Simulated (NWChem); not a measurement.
# One shape, several levels: CH3AlCl2 (AlCl2Me)

Aim: a comparison of 6 runs (HF/def2-SVP, HF/cc-pVTZ, BLYP/6-311+G**, B3LYP/6-31G*, wB97X/6-31G*, PBE0/def2-SVP) of CH3AlCl2 (AlCl2Me). 

Program for the calculation: NWChem 7.3.0.

## (1) Starting point

The species is CH3AlCl2 (7 atoms), meant as a singlet with charge 0. SMILES: `[CH3][Al]([Cl])[Cl]`. Geometry: a GFN2-xTB relaxation, a rough one for these elements and not checked as a minimum.

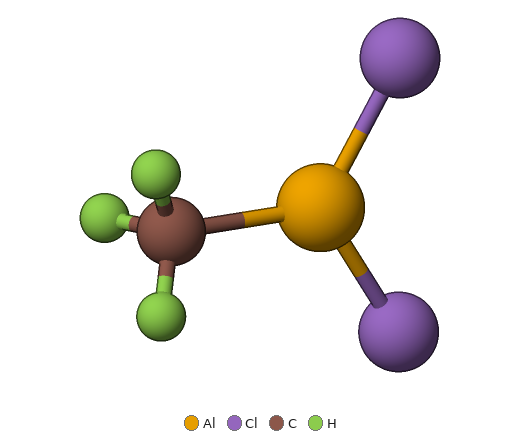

The structure, seen from a chosen angle (aluminium amber, chlorine purple, carbon brown, hydrogen green).

## (2) Energy and gradient at HF/def2-SVP (run 1)

Contents of run.nw:

```
start run
title "CH3AlCl2"
memory total 2200 mb
geometry units angstroms noautosym nocenter noautoz
  Al     0.500040     0.875670     0.005820
  Cl     2.535230     0.915330     0.030170
  Cl    -0.480680     2.659300    -0.041910
  C     -0.489580    -0.848950     0.008550
  H     -0.590350    -1.251770    -1.002870
  H     -1.499850    -0.737270     0.405280
  H      0.025200    -1.612300     0.594960
end
basis spherical bse
  * library def2-SVP
end
scf
  singlet
  rhf
  thresh 1e-08
  maxiter 80
  noprint "final vectors analysis"
end
task scf gradient
```

Command:

```bash
nwchem run.nw > run.out
```

Log:

```text
[...]
  functions       =    83
[...]
  wavefunction    = RHF
[...]
         Total SCF energy =  -1200.298515688326
      One-electron energy =  -2141.904920791038
      Two-electron energy =    700.055378796508
 Nuclear repulsion energy =    241.551026306204
        Time for solution =     10.0s
[...]
                         RHF ENERGY GRADIENTS
    atom               coordinates                        gradient
                 x          y          z           x          y          z
   1 Al      0.944939   1.654776   0.010998    0.020161   0.035158   0.000284
   2 Cl      4.790890   1.729723   0.057013   -0.026756  -0.000708  -0.000390
   3 Cl     -0.908353   5.025348  -0.079198    0.012701  -0.023245   0.000549
   4 C      -0.925172  -1.604283   0.016157   -0.004914  -0.008771  -0.000197
   5 H      -1.115600  -2.365502  -1.895150   -0.000812  -0.001253   0.001837
   6 H      -2.834306  -1.393238   0.765868    0.000803  -0.000971  -0.000867
   7 H       0.047621  -3.046805   1.124311   -0.001183  -0.000211  -0.001217
[...]
```

It took 15 s on 1 thread of Intel Xeon Platinum 8259CL at 2.50GHz (Skylake/Cascade Lake), shared host; peak memory 0.1 GiB.

## (3) Energy and forces at HF/cc-pVTZ (run 2)

Contents of mol.nw:

```
start mol
title "CH3AlCl2"
memory 2200 mb

geometry units atomic noautosym nocenter noautoz
  Al  0.94493865  1.65477648  0.01099821
  Cl  4.79089036  1.72972301  0.05701304
  Cl -0.90835355  5.02534868 -0.07919842
  C  -0.92517212 -1.60428299  0.01615716
  H  -1.11559982 -2.36550247 -1.89514964
  H  -2.83430573 -1.39323838  0.76586820
  H   0.04762110 -3.04680543  1.12431146
end

basis "ao basis" spherical bse
  * library cc-pVTZ
end

scf
  thresh 1e-08
  maxiter 80
  print low
end

task scf gradient
```

Command:

```bash
nwchem mol.nw > mol.out
```

Log:

```text
[...]
  functions       =   174
[...]
  wavefunction    = RHF
[...]
         Total SCF energy =  -1200.759859067263
      One-electron energy =  -2142.620767678763
      Two-electron energy =    700.309899495950
 Nuclear repulsion energy =    241.551009115549
        Time for solution =    380.5s
[...]
                         RHF ENERGY GRADIENTS
    atom               coordinates                        gradient
                 x          y          z           x          y          z
   1 Al      0.944939   1.654776   0.010998    0.019285   0.033610   0.000131
   2 Cl      4.790890   1.729723   0.057013   -0.025092  -0.000557  -0.000336
   3 Cl     -0.908354   5.025349  -0.079198    0.011994  -0.021771   0.000543
   4 C      -0.925172  -1.604283   0.016157   -0.001612  -0.003047  -0.000153
   5 H      -1.115600  -2.365502  -1.895150   -0.001378  -0.003311  -0.003137
   6 H      -2.834306  -1.393238   0.765868   -0.004476  -0.000633   0.001171
   7 H       0.047621  -3.046805   1.124311    0.001279  -0.004292   0.001780
 Task  times  cpu:      498.4s     wall:      498.4s
 Total times  cpu:      498.4s     wall:      498.4s
```

It took 8.3 min on 1 thread of Intel Xeon Platinum 8259CL at 2.50GHz (Skylake/Cascade Lake), shared host; peak memory 0.12 GiB.

## (4) Energy and forces at BLYP/6-311+G(d,p) (run 3)

Contents of test.nw:

```
start test
title "AlCl2Me"
memory 2200 mb

geometry noautosym nocenter noautoz
 Al    0.500040    0.875670    0.005820
 Cl    2.535230    0.915330    0.030170
 Cl   -0.480680    2.659300   -0.041910
 C    -0.489580   -0.848950    0.008550
 H    -0.590350   -1.251770   -1.002870
 H    -1.499850   -0.737270    0.405280
 H     0.025200   -1.612300    0.594960
end

basis spherical bse
 * library 6-311+G**
end

dft
 xc becke88 lyp
 grid fine
 convergence energy 1e-08
 maxiter 100
 mulliken
 print low
end

task dft gradient
```

Command:

```bash
nwchem test.nw > test.out
```

Log:

```text
[...]
 d= 0,ls=0.0,diis     1  -1202.8303775587 -1.44D+03  1.04D-02  2.54D+00     5.8
[...]
 d= 0,ls=0.0,diis    10  -1202.8997452659 -4.27D-09  3.36D-07  3.34D-09    47.1
         Total DFT energy =    -1202.899745265893
      One electron energy =    -2142.643056311160
           Coulomb energy =      779.950302193005
    Exchange-Corr. energy =      -81.758017453943
 Nuclear repulsion energy =      241.551026306204
[...]
      Total Density - Mulliken Population Analysis
     ---------------------------------------------
    Atom       Charge   Shell Charges
 -----------   ------   -------------------------------------------------------
    1 Al  13    12.50   0.79  1.18  0.97  1.02  0.82  0.03  2.14  3.75  0.67  0.52  0.02  0.28  0.03  0.27
    2 Cl  17    17.06   0.78  1.19  0.89  1.09  1.02  1.02  7.44 -1.53  1.12  2.94  1.44 -0.20 -0.14  0.01
    3 Cl  17    17.07   0.78  1.19  0.89  1.09  1.02  1.02  7.44 -1.53  1.12  2.94  1.44 -0.19 -0.14  0.01
    4 C    6     6.84   1.10  0.88  0.66  0.75  1.50  0.55  1.15  0.14  0.07  0.02
    5 H    1     0.84   0.28  0.45  0.09  0.02
    6 H    1     0.84   0.28  0.45  0.09  0.02
    7 H    1     0.84   0.28  0.45  0.09  0.02
[...]
                         DFT ENERGY GRADIENTS
    atom               coordinates                        gradient
                 x          y          z           x          y          z
   1 Al      0.944939   1.654776   0.010998    0.020657   0.035875  -0.000135
   2 Cl      4.790890   1.729723   0.057013   -0.031648  -0.000772  -0.000385
   3 Cl     -0.908353   5.025348  -0.079198    0.015078  -0.027575   0.000727
   4 C      -0.925172  -1.604283   0.016157   -0.004788  -0.008635  -0.000243
   5 H      -1.115600  -2.365502  -1.895150   -0.000440   0.000390   0.005748
   6 H      -2.834306  -1.393238   0.765868    0.004660  -0.001849  -0.002320
   7 H       0.047621  -3.046805   1.124311   -0.003519   0.002566  -0.003391
 Task  times  cpu:       64.5s     wall:       64.5s
 Total times  cpu:       64.5s     wall:       64.5s
```

It took 65 s on 1 thread of Intel Xeon Platinum 8259CL at 2.50GHz (Skylake/Cascade Lake), shared host; peak memory 0.13 GiB.

Runs 4 to 5 aren't shown in full; the table further down has their settings and results.

## (5) Energy and forces at PBE0/def2-SVP (run 6)

Contents of struct.xyz:

```xyz
7
CH3AlCl2 PBE0
Al     0.500040     0.875670     0.005820
Cl     2.535230     0.915330     0.030170
Cl    -0.480680     2.659300    -0.041910
C     -0.489580    -0.848950     0.008550
H     -0.590350    -1.251770    -1.002870
H     -1.499850    -0.737270     0.405280
H      0.025200    -1.612300     0.594960
```

Contents of run.py:

```python
from ase.io import read
from ase.calculators.nwchem import NWChem

system = read('struct.xyz')

calc = NWChem(
    label='struct',
    theory='dft',
    memory='2200 mb',
    basis='def2-SVP',
    basispar='spherical bse',
    dft={'xc': 'pbe0', 'mult': '1', 'grid': 'xfine', 'convergence': 'energy 1e-08', 'iterations': '100', 'mulliken': None},
)
system.calc = calc

forces = system.get_forces()
print("Total energy (eV):", round(system.get_potential_energy(), 6))
print("forces (eV/A):")
for s, f in zip(system.symbols, forces):
    print(f"{s:2s} {f[0]:10.5f} {f[1]:10.5f} {f[2]:10.5f}")
print("dipole (e A):", system.get_dipole_moment().round(4))
```

Command:

```bash
export ASE_NWCHEM_COMMAND="nwchem PREFIX.nwi > PREFIX.nwo"
python run.py
```

Log:

```text
Total energy (eV): -32708.934377
forces (eV/A):
Al   -1.04639   -1.82476   -0.01239
Cl    1.26725    0.04571    0.01795
Cl   -0.59115    1.10748   -0.02628
C     0.43616    0.77421    0.01743
H     0.02504   -0.02823   -0.35965
H    -0.30966    0.10557    0.14738
H     0.21865   -0.17993    0.21556
dipole (e A): [-0.1663 -0.2876  0.0013]
```

The calculator wrote struct.nwi:

```
title "struct"

permanent_dir struct

scratch_dir struct

start struct

geometry units angstrom nocenter noautosym noautoz
  Al 5.0004000000000004e-01 8.7566999999999995e-01 5.8199999999999997e-03
  Cl 2.5352299999999999e+00 9.1532999999999998e-01 3.0169999999999999e-02
  Cl -4.8068000000000000e-01 2.6593000000000000e+00 -4.1910000000000003e-02
  C  -4.8958000000000002e-01 -8.4894999999999998e-01 8.5500000000000003e-03
  H  -5.9035000000000004e-01 -1.2517700000000000e+00 -1.0028699999999999e+00
  H  -1.4998499999999999e+00 -7.3726999999999998e-01 4.0527999999999997e-01
  H  2.5200000000000000e-02 -1.6123000000000001e+00 5.9496000000000004e-01
end

memory 2200 mb

basis spherical bse noprint
   * library def2-SVP
end

dft
  xc pbe0
  mult 1
  grid xfine
  convergence energy 1e-08
  iterations 100
  mulliken
end

task dft gradient
```

struct.nwo, shortened:

```text
[...]
         Total DFT energy =    -1202.031177240366
[...]
  wavefunction    = closed shell
                         DFT ENERGY GRADIENTS
    atom               coordinates                        gradient
                 x          y          z           x          y          z
   1 Al      0.944939   1.654776   0.010998    0.020349   0.035486   0.000241
   2 Cl      4.790890   1.729723   0.057013   -0.024644  -0.000889  -0.000349
   3 Cl     -0.908353   5.025348  -0.079198    0.011496  -0.021537   0.000511
   4 C      -0.925172  -1.604283   0.016157   -0.008482  -0.015056  -0.000339
   5 H      -1.115600  -2.365502  -1.895150   -0.000487   0.000549   0.006994
   6 H      -2.834306  -1.393238   0.765868    0.006022  -0.002053  -0.002866
   7 H       0.047621  -3.046805   1.124311   -0.004252   0.003499  -0.004192
[...]
```

It took 36 s on 1 thread of Intel Xeon Platinum 8259CL at 2.50GHz (Skylake/Cascade Lake), shared host; peak memory 0.14 GiB.

## (6) The series

```
run                               level  iteration cap  module   energy (Eh)  dipole moment (D)  largest force (eV/Å)  wall time
  1                         HF/def2-SVP             80     scf  -1200.298516               1.62                 2.084       15 s
  2                          HF/cc-pVTZ             80     scf  -1200.759859                  –                 1.993    8.3 min
  3                      BLYP/6-311+G**            100     dft  -1202.899745                  –                 2.129       65 s
  4  B3LYP/6-31G* (spherical functions)            100     dft  -1202.880724               1.89                 2.079       38 s
  5  wB97X/6-31G* (spherical functions)            100     dft  -1202.812162               1.96                 2.001       86 s
  6                       PBE0/def2-SVP            100     dft  -1202.031177               1.60                 2.104       36 s
```

## (7) Outcome

```
                       quantity           value
            run 6: total energy  -1202.03118 Eh
           run 6: dipole moment          1.60 D
             run 6: HOMO energy        -8.66 eV
             run 6: LUMO energy        -0.66 eV
           run 6: HOMO–LUMO gap         7.99 eV
run 6: largest force on an atom      2.104 eV/Å
```

**Reading.** Over runs 1, 4, 5, 6 the dipole moment (its size) runs from 1.60 D (PBE0/def2-SVP) to 1.96 D (wB97X/6-31G*). The two ends differ in method and basis. Over runs 4, 5, 6 the HOMO–LUMO gap runs from 7.41 eV (B3LYP/6-31G*) to 12.24 eV (wB97X/6-31G*). Totals of different functionals can't be ranked against each other. All runs together took 12 min, the longest 8.3 min.
